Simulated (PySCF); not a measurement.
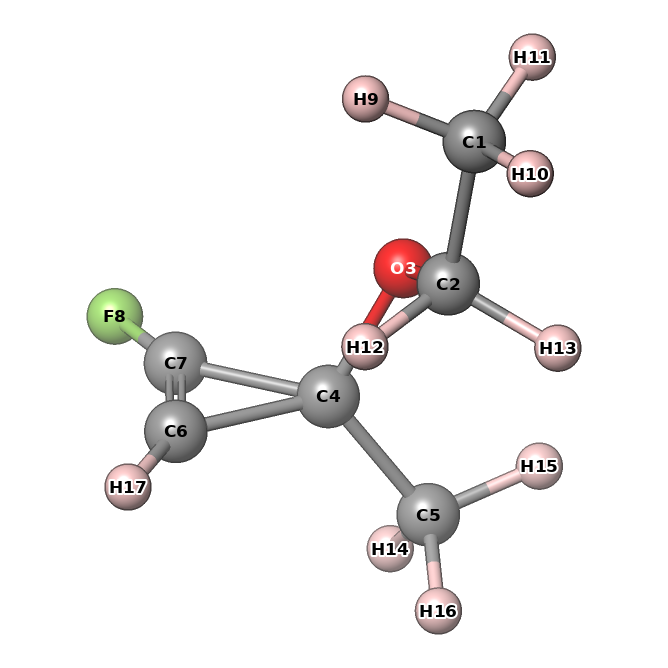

O3 lies behind C2. The molecule seen a little off the C2–O3 bond, C2 in front. Atoms fade into the background with distance from the viewer. Geometry: a frame of a GFN2-xTB molecular-dynamics simulation, not a minimum.

What is the torsion angle C1–C2–O3–C4? The sign is positive where the front bond must turn clockwise to cover the back bond.

−156°, antiperiplanar (anti).
